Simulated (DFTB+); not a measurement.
**CH$_{6}$Cl$_{2}$Ge$_{2}$: single-point calculation**

- system: CH$_{6}$Cl$_{2}$Ge$_{2}$
- method: GFN2-xTB, R-SCC, dispersion built in (DFTB+ 25.1)

The geometry: force field.

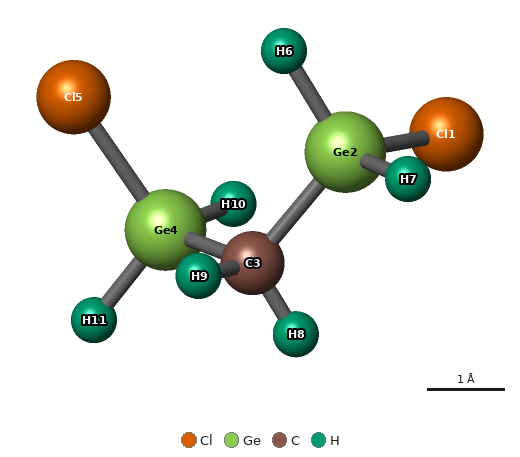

The input geometry (ball-and-stick view, seen at a tilt; atoms are numbered from 1 in the order of the input). Sticks mark near contacts.

Summary:

| quantity | value |
| --- | --- |
| outcome | converged |
| Mermin free energy | −18.227081 hartree |
| basis functions | 46 |
| HOMO | −11.54 eV |
| LUMO | −4.75 eV |
| dipole moment | 2.26 D |
| hardware | 1 thread of Intel Xeon (Sapphire Rapids), 32 GiB of memory available, shared host |
| peak memory | 0.071 GiB |

Settings chosen away from the usual ones: scf_conv.

The input (dftb_in.hsd):
```
Geometry = GenFormat {
  <<< "geo.gen"
}
Hamiltonian = xTB {
  Method = "GFN2-xTB"
  Charge = 0
  SCCTolerance = 1e-07
}
Options {
  WriteResultsTag = Yes
}
ParserOptions {
  ParserVersion = 14
}
```

File geo.gen:
```
11 C
Cl Ge C H
   1  1     -1.431600      0.919800     -2.193100
   2  2      0.369200      1.105000     -1.094100
   3  3      0.674600     -0.561200     -0.167600
   4  2     -0.626200     -0.866600      1.148300
   5  1     -0.673100      0.681300      2.630200
   6  4      0.277200      2.283900     -0.071300
   7  4      1.566500      1.385200     -2.071500
   8  4      0.765400     -1.380600     -0.890400
   9  4      1.689200     -0.487000      0.408700
  10  4     -2.073600     -0.891100      0.461400
  11  4     -0.472200     -2.245600      1.859900
```

Launched with:
```bash
dftb+ > output.log
```

The program's output:
```
|  DFTB+ development version (commit: a23bfb2)

Reading input file 'dftb_in.hsd'
Parser version: 14

--------------------------------------------------------------------------------

Processed input in HSD format written to 'dftb_pin.hsd'

Starting initialization...
--------------------------------------------------------------------------------
OpenMP threads:              1
Chosen random seed:          117243777
Current stacksize:           unlimited
Mode:                        Static calculation
Self consistent charges:     Yes
SCC-tolerance:                 0.100000E-06
Max. scc iterations:                    100
Shell resolved Hubbard:      Yes
Spin polarisation:           No
Nr. of up electrons:            16.000000
Nr. of down electrons:          16.000000
Periodic boundaries:         No
Electronic solver:           Relatively robust
Mixer:                       Broyden mixer
Mixing parameter:                  0.200000
Nr. of chrg. vec. in memory:            100
Max. SCC-cycles:                        100
tblite library version:      0.3.0
-> parametrization:          GFN2-xTB
-> repulsion:                Yes
-> dispersion:               Yes
-> halogen bonding:          No
-> electrostatics:           Yes
   -> isotropic:             Yes
   -> anisotropic:           Yes
   -> third-order:           Yes
Electronic temperature:              0.950045E-03 H      0.258520E-01 eV
Initial charges:             Set automatically (system chrg:   0.000E+00)
Included shells:            Cl:  s, p, d
                            Ge:  s, p, d
                             C:  s, p
                             H:  s
Extra options:
                             Mulliken analysis

--------------------------------------------------------------------------------

***  Geometry step: 0

 iSCC Total electronic   Diff electronic      SCC error
    1   -0.18256631E+02    0.00000000E+00    0.13227058E+01
    2   -0.18287417E+02   -0.18256631E+02    0.98589383E+00
    3   -0.18287367E+02   -0.30785984E-01    0.59231888E+00
    4   -0.18280351E+02    0.50180607E-04    0.16350664E+00
    5   -0.18282691E+02    0.70166891E-02    0.65669682E-01
    6   -0.18282943E+02   -0.23405668E-02    0.14400464E-01
    7   -0.18283092E+02   -0.25150998E-03    0.11558315E-01
    8   -0.18283276E+02   -0.14963156E-03    0.78633833E-02
    9   -0.18283326E+02   -0.18327821E-03    0.58935293E-02
   10   -0.18283361E+02   -0.50774768E-04    0.25238065E-02
   11   -0.18283357E+02   -0.34838910E-04    0.15726585E-02
   12   -0.18283362E+02    0.39914192E-05    0.46998049E-03
   13   -0.18283367E+02   -0.49595190E-05    0.11717095E-03
   14   -0.18283368E+02   -0.48550655E-05    0.83109467E-04
   15   -0.18283368E+02   -0.80690031E-06    0.43044997E-04
   16   -0.18283368E+02   -0.32434453E-06    0.27867371E-04
   17   -0.18283368E+02    0.27333073E-07    0.21215387E-04
   18   -0.18283368E+02    0.53762864E-07    0.28179975E-05
   19   -0.18283368E+02    0.86430976E-07    0.16419411E-05
   20   -0.18283368E+02    0.45906415E-07    0.14288369E-05
   21   -0.18283368E+02   -0.50996718E-09    0.23942908E-06
   22   -0.18283368E+02    0.42312003E-08    0.56712330E-07

Total Energy:                      -18.2270807870 H         -495.9841 eV
Extrapolated to 0K:                -18.2270807870 H         -495.9841 eV
Total Mermin free energy:          -18.2270807870 H         -495.9841 eV
Force related energy:              -18.2270807870 H         -495.9841 eV

--------------------------------------------------------------------------------
--------------------------------------------------------------------------------
SCC                                    +       0.03 ( 90.5%)       0.05 ( 96.4%)
--------------------------------------------------------------------------------
Missing                                +       0.00 (  9.5%)       0.00 (  3.6%)
Total                                  =       0.03 (100.0%)       0.05 (100.0%)
--------------------------------------------------------------------------------
```

File detailed.out:
```
Fermi distribution function

Calculation with static geometry

********************************************************************************
 iSCC Total electronic   Diff electronic      SCC error
   22   -0.18283368E+02    0.42312003E-08    0.56712330E-07
********************************************************************************

 Total charge:    -0.00000000

 Atomic gross charges (e)
 Atom           Charge
    1      -0.14291038
    2       0.20342124
    3      -0.13601298
    4       0.20908661
    5      -0.16177690
    6      -0.00399396
    7      -0.02072711
    8       0.05978258
    9       0.04751059
   10      -0.03416154
   11      -0.02021814

Nr. of electrons (up):     32.00000000
Atom populations (up)
 Atom       Population
    1       7.14291038
    2       3.79657876
    3       4.13601298
    4       3.79091339
    5       7.16177690
    6       1.00399396
    7       1.02072711
    8       0.94021742
    9       0.95248941
   10       1.03416154
   11       1.02021814

l-shell populations (up)
 Atom Sh.   l       Population
    1   1   0       1.94453173
    1   2   1       5.19715441
    1   3   2       0.00122423
    2   1   0       1.60248138
    2   2   1       1.81804471
    2   3   2       0.37605267
    3   1   0       1.08898751
    3   2   1       3.04702547
    4   1   0       1.60088396
    4   2   1       1.81017509
    4   3   2       0.37985433
    5   1   0       1.94587199
    5   2   1       5.21430317
    5   3   2       0.00160174
    6   1   0       1.00399396
    7   1   0       1.02072711
    8   1   0       0.94021742
    9   1   0       0.95248941
   10   1   0       1.03416154
   11   1   0       1.02021814

Orbital populations (up)
 Atom Sh.   l   m       Population  Label
    1   1   0   0       1.94453173  s
    1   2   1  -1       1.87364593  p_y
    1   2   1   0       1.76603736  p_z
    1   2   1   1       1.55747112  p_x
    1   3   2  -2       0.00006585  d_xy
    1   3   2  -1       0.00077702  d_yz
    1   3   2   0      -0.00007692  d_z2
    1   3   2   1       0.00052083  d_xz
    1   3   2   2      -0.00006254  d_x2-y2
    2   1   0   0       1.60248138  s
    2   2   1  -1       0.68032368  p_y
    2   2   1   0       0.61209626  p_z
    2   2   1   1       0.52562478  p_x
    2   3   2  -2       0.05017070  d_xy
    2   3   2  -1       0.09797766  d_yz
    2   3   2   0       0.07112815  d_z2
    2   3   2   1       0.09040274  d_xz
    2   3   2   2       0.06637342  d_x2-y2
    3   1   0   0       1.08898751  s
    3   2   1  -1       1.03231057  p_y
    3   2   1   0       1.00596396  p_z
    3   2   1   1       1.00875093  p_x
    4   1   0   0       1.60088396  s
    4   2   1  -1       0.55961119  p_y
    4   2   1   0       0.56891368  p_z
    4   2   1   1       0.68165022  p_x
    4   3   2  -2       0.07673060  d_xy
    4   3   2  -1       0.07956498  d_yz
    4   3   2   0       0.06518488  d_z2
    4   3   2   1       0.12071871  d_xz
    4   3   2   2       0.03765515  d_x2-y2
    5   1   0   0       1.94587199  s
    5   2   1  -1       1.64751101  p_y
    5   2   1   0       1.68519338  p_z
    5   2   1   1       1.88159879  p_x
    5   3   2  -2       0.00021402  d_xy
    5   3   2  -1       0.00008328  d_yz
    5   3   2   0       0.00093187  d_z2
    5   3   2   1       0.00018909  d_xz
    5   3   2   2       0.00018347  d_x2-y2
    6   1   0   0       1.00399396  s
    7   1   0   0       1.02072711  s
    8   1   0   0       0.94021742  s
    9   1   0   0       0.95248941  s
   10   1   0   0       1.03416154  s
   11   1   0   0       1.02021814  s

Fermi level:                        -0.2991798613 H           -8.1411 eV
Band energy:                       -18.0144115351 H         -490.1971 eV
TS:                                  0.0000000000 H            0.0000 eV
Band free energy (E-TS):           -18.0144115351 H         -490.1971 eV
Extrapolated E(0K):                -18.0144115351 H         -490.1971 eV
Input / Output electrons (q):     32.0000000000     32.0000000000

Energy H0:                         -18.2848146304 H         -497.5551 eV
Energy SCC:                          0.0014467530 H            0.0394 eV
Total Electronic energy:           -18.2833678774 H         -497.5158 eV
Repulsive energy:                    0.0658913792 H            1.7930 eV
Total energy:                      -18.2270807870 H         -495.9841 eV
Extrapolated to 0:                 -18.2270807870 H         -495.9841 eV
Total Mermin free energy:          -18.2270807870 H         -495.9841 eV
Force related energy:              -18.2270807870 H         -495.9841 eV

Non-constrained calculation

SCC converged

Dipole moment:    0.75557906   -0.42364785   -0.19825201 au
Dipole moment:    1.92049057   -1.07680551   -0.50390637 Debye
```

File band.out:
```
 KPT            1  SPIN            1  KWEIGHT    1.0000000000000000
     1    -28.7528  2.00000
     2    -28.6712  2.00000
     3    -17.9601  2.00000
     4    -17.6272  2.00000
     5    -15.7789  2.00000
     6    -13.8359  2.00000
     7    -13.0637  2.00000
     8    -12.7360  2.00000
     9    -12.6680  2.00000
    10    -12.5209  2.00000
    11    -12.3479  2.00000
    12    -12.2877  2.00000
    13    -11.8629  2.00000
    14    -11.8301  2.00000
    15    -11.6183  2.00000
    16    -11.5370  2.00000
    17     -4.7452  0.00000
    18     -4.2099  0.00000
    19     -3.4733  0.00000
    20     -3.1735  0.00000
    21     -2.6839  0.00000
    22     -2.5637  0.00000
    23     -1.5428  0.00000
    24     -0.9757  0.00000
    25      0.4037  0.00000
    26      0.4174  0.00000
    27      0.4622  0.00000
    28      0.5011  0.00000
    29      0.5301  0.00000
    30      0.5668  0.00000
    31      0.6144  0.00000
    32      0.9538  0.00000
    33      1.1602  0.00000
    34      1.2536  0.00000
    35      1.5688  0.00000
    36      2.3935  0.00000
    37      3.2340  0.00000
    38      3.4189  0.00000
    39      3.8701  0.00000
    40      4.4675  0.00000
    41     19.7358  0.00000
    42     26.1746  0.00000
    43     28.5294  0.00000
    44     28.8244  0.00000
    45     30.6326  0.00000
    46     38.8095  0.00000
```

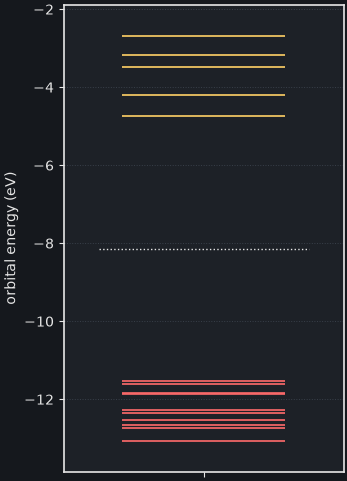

Orbital energies near the frontier; the dotted line parts filled from empty levels, and levels within 0.02 eV of each other stand side by side. Highest filled −11.54 eV, lowest empty −4.75 eV, 6.79 eV apart.
